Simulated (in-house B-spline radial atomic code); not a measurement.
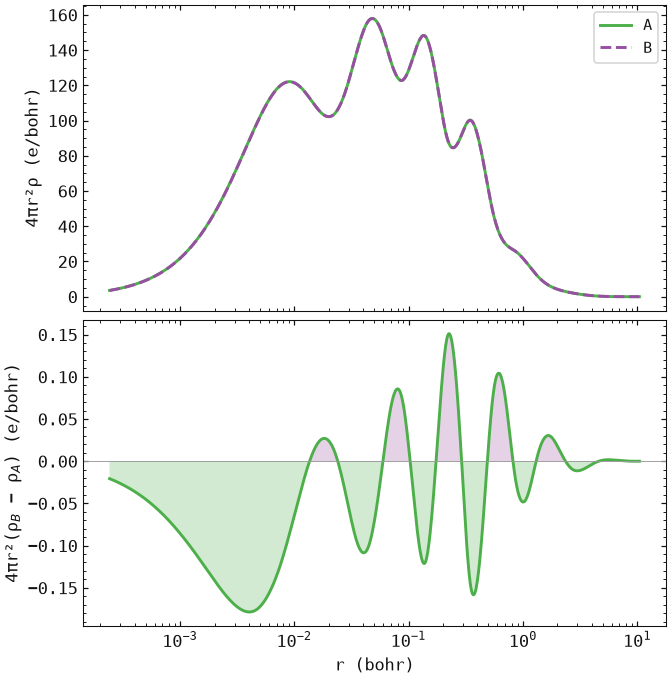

Atomic bismuth (Bi) in [Xe] 4f14 5d10 6s2 6p3 (high spin) was computed by two methods: BP86; LDA (PW92). Both runs are scalar-relativistic, spin-polarised and spherical. Computed with an in-house B-spline radial code.

The plot shows both radial densities and the radial density of run B less that of run A; on the logarithmic r axis, areas aren't charges.

A is BP86 and B is LDA (PW92).

### Where does the charge move between the methods?

B holds 0.058 electrons more than A where the difference is positive (most at r = 0.23 bohr) and as many fewer where it is negative (most at r = 0.0040 bohr), out of 83 electrons.
